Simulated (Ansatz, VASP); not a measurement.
# C (Diamond) in two plane-wave programs, part 2 of 2

Aim: how closely do two programs agree when they are given the same cell, functional and k mesh? The cell is taken from a series of VASP runs on this material, whose earlier steps may have relaxed, scaled or displaced it; both programs get it as it stands. Valence electrons are named where the data sets of a main pair hold unlike numbers.

VASP 6.6.1 and Ansatz 0.2.0.

So far. Step 2 (Ansatz: single point, PBE with D3(BJ)): The run ends at a pressure of -0.68 GPa. Step 3 (VASP: single point, PBE with D3(BJ)): The run ends at a pressure of 0.03 GPa.

### 5. VASP: band structure, PBE with D3(BJ) (continued)

Level of this step: PBE with D3(BJ); plane waves and PAW (C) (VASP).

Numbers of over 12 decimals in the logs are rounded to 6 here.

Parts of OUTCAR (step 5):

```text
 Edisp (eV)   -0.38518

  Total       0.00253     0.00253     0.00253     0.00000    -0.00000     0.00000
  in kB       0.35975     0.35975     0.35975     0.00000    -0.00000     0.00000
  external pressure =        0.36 kB  Pullay stress =        0.00 kB

 POSITION                                       TOTAL-FORCE (eV/Angst)
 -----------------------------------------------------------------------------------
      0.00000      0.00000      0.00000         0.000000      0.000000     -0.000000
      0.88968      0.88968      0.88968        -0.000000     -0.000000      0.000000
 -----------------------------------------------------------------------------------
    total drift:                                0.000000      0.000000      0.000000

  FREE ENERGIE OF THE ION-ELECTRON SYSTEM (eV)
  ---------------------------------------------------
  free  energy   TOTEN  =       -18.5684172864 eV

  energy  without entropy=      -18.5684172864  energy(sigma->0) =      -18.56841729

[... 1 part as in an earlier step ...]

[... 2 further parts left out ...]
[key lines of the parts left out:]
E-fermi :  10.0510
```

The run ends at a pressure of 0.04 GPa.

### 6. Ansatz: band structure, PBE with D3(BJ)

The same cell, functional, mesh and smearing now go to Ansatz, which takes its cutoff from its data sets.

The cell is taken from a series of VASP runs on this material, whose earlier steps may have relaxed, scaled or displaced it; both programs get it as it stands.

input.yaml reads:

```yaml
crystal:
  lattice:
    - [0.0, 1.7793663622, 1.7793663622]
    - [1.7793663622, 0.0, 1.7793663622]
    - [1.7793663622, 1.7793663622, 0.0]
  atoms:
    - { symbol: C, position: [0.0, 0.0, 0.0] }
    - { symbol: C, position: [0.25, 0.25, 0.25] }
hamiltonian:
  xc: pbe
  pseudopotentials: { kind: paw }
  dispersion: d3bj
kpoints:
  mp_grid: { grid: [13, 13, 13] }
  band_path:
    path:
      - [0.0, 0.0, 0.0]
      - [0.16667, 0.0, 0.16667]
      - [0.33333, 0.0, 0.33333]
      - [0.36667, 0.0, 0.36667]
      - [0.5, 0.0, 0.5]
      - [0.5, 0.08333, 0.58333]
      - [0.5, 0.18333, 0.68333]
      - [0.5, 0.25, 0.75]
      - [0.45, 0.3, 0.75]
      - [0.40833, 0.34167, 0.75]
      - [0.35, 0.35, 0.7]
      - [0.225, 0.225, 0.45]
      - [0.075, 0.075, 0.15]
      - [0.03333, 0.03333, 0.03333]
      - [0.23333, 0.23333, 0.23333]
      - [0.4, 0.4, 0.4]
      - [0.51667, 0.46667, 0.51667]
      - [0.55833, 0.38333, 0.55833]
      - [0.60833, 0.28333, 0.60833]
      - [0.60833, 0.25, 0.64167]
      - [0.55833, 0.25, 0.69167]
      - [0.51667, 0.25, 0.73333]
      - [0.5, 0.3, 0.7]
      - [0.5, 0.38333, 0.61667]
      - [0.5, 0.48333, 0.51667]
      - [0.475, 0.475, 0.55]
      - [0.425, 0.425, 0.65]
      - [0.38333, 0.38333, 0.73333]
      - [0.59167, 0.18333, 0.59167]
      - [0.55, 0.1, 0.55]
      - [0.5, 0.0, 0.5]
    npoints: 1
scf:
  occupations: { method: gaussian, width: 0.05 }
  n_extra_bands: 7
output:
  forces: true
  stress: true
  eigenvalues: true
  write_density: true
  write_potential: true
  elf: true
  volumetric_format: npy
```

On the command line:

```console
ansatz run input.yaml --threads 2 --pin off --max-ram 4608MiB --backend cpu --events-out ev --progress --plain --runs-dir out
```

Output:

```text
[...]
Crystal: 2 atoms, lattice volume = 11.267 Å³
Basis set: ecut = 420 eV, 229 PW (Γ), exchange–correlation on 36×36×36 points (8 copies of the dense FFT grid, shifted against one another)
Bands: 11, of which v1, the nominal top of the filled ones, is band 4 counted from 1 (3 counted from 0)
Symmetry: 48 space group operations
[...]
k-points: 84 of 2197
[...]
--- Band table (eV; the first three rows and the last of 84) ---
  k-point 0: bands = [-8.1315, 13.4382, 13.4382, 13.4382, 19.0509, 19.0509, 19.0509, 26.8704, ... 3 higher]
  k-point 1: bands = [-7.9669, 12.3657, 13.1570, 13.1570, 19.4190, 19.4190, 19.6865, 27.0083, ... 3 higher]
  k-point 2: bands = [-7.4748, 10.0864, 12.5233, 12.5233, 20.2519, 20.2519, 20.7223, 27.4091, ... 3 higher]
  k-point 83: bands = [0.6152, 2.0707, 4.7280, 5.7130, 23.6625, 23.7584, 25.6005, 26.8980, ... 3 higher]
[key lines of the parts left out:]
SCF converged after 6 iterations
Free energy (F): -501.999255 eV
Fermi energy:    15.520331 eV
P = ⅓ Tr σ = -0.6791 GPa (-6.791 kbar)
```

Elapsed: 1.1 s, on 2 threads of Arm Neoverse N1, shared host; peak memory 0.25 GiB.

### 7. Side by side

The two programs side by side:

```csv
quantity,Ansatz,VASP,difference
pressure (GPa),-0.68,0.04,-0.72
pressure without Ansatz's Pulay correction (GPa),-1.71,0.04,-1.75
gap over the path points (eV),4.151,4.144,+0.008
```

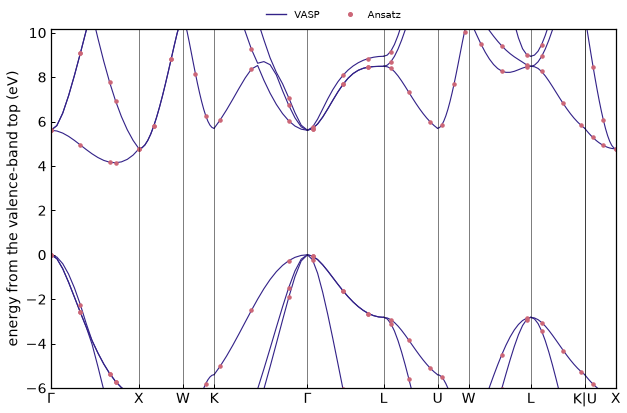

Bands from VASP (lines) and levels from Ansatz (dots). Dots without a line are higher empty bands that the VASP plot leaves out.

Levels at points of the path, from each program's valence-band top (eV; 3 filled, then empty):

```csv
k (reciprocal lattice),Ansatz,VASP
0.000 0.000 0.000,0.00 0.00 0.00 5.61 5.61 5.61,0.00 0.00 0.00 5.61 5.61 5.61
0.167 0.000 0.167,-2.59 -2.59 -2.25 4.95 9.07 9.07,-2.59 -2.59 -2.24 4.95 9.07 9.07
0.333 0.000 0.333,-7.20 -5.35 -5.35 4.18 7.77 14.12,-7.20 -5.35 -5.35 4.17 7.77 14.12
0.367 0.000 0.367,-8.33 -5.71 -5.71 4.15 6.94 15.00,-8.32 -5.70 -5.70 4.14 6.94 15.01
0.500 0.000 0.500,-12.81 -6.35 -6.35 4.78 4.78 16.90,-12.81 -6.34 -6.34 4.77 4.77 16.91
0.500 0.083 0.583,-12.65 -6.87 -6.87 5.79 5.79 16.37,-12.65 -6.86 -6.86 5.78 5.78 16.38
0.500 0.183 0.683,-12.19 -8.04 -8.04 8.83 8.83 14.09,-12.18 -8.04 -8.04 8.83 8.83 14.10
0.500 0.250 0.750,-12.01 -8.39 -8.39 10.65 10.65 12.39,-12.01 -8.38 -8.38 10.65 10.65 12.41
0.450 0.300 0.750,-11.70 -9.02 -7.05 8.16 10.89 13.22,-11.70 -9.01 -7.04 8.16 10.89 13.23
0.408 0.342 0.750,-11.75 -9.31 -5.81 6.26 10.82 14.12,-11.75 -9.31 -5.80 6.26 10.82 14.13
```

Among the levels compared at these points, filled levels agree within 9 meV and empty ones within 19 meV. Ansatz's pressure holds a Pulay correction of 1.03 GPa; VASP's holds none.

### 8. Results

```
difference in gap on the k mesh (single point, PBE with D3(BJ))                           : 0.0083 eV
difference in pressure (single point, PBE with D3(BJ))                                    : -0.71 GPa
largest difference of a filled level at the path points (band structure, PBE with D3(BJ)) : 8.7 meV
difference in pressure (band structure, PBE with D3(BJ))                                  : -0.72 GPa
```

**Reading.** The difference in pressure is -0.72 GPa (band structure, PBE with D3(BJ)), within the 1 GPa picked in this series as the mark of a large difference. How closely two codes agree says nothing of how well the functional describes the real material.

[Lines on the potential files, build, host, timing and source positions are cut from VASP's logs without a mark.]

[Logs are printed without paths, hosts, clocks, repeated set-up lines and the standing remarks that a program may print on its own settings, such as how far it seeks lower states.]

[Hosts, paths, dates, database ids (printed as entryN), source tags and the programs' standing remarks are cut or masked in the printed files.]
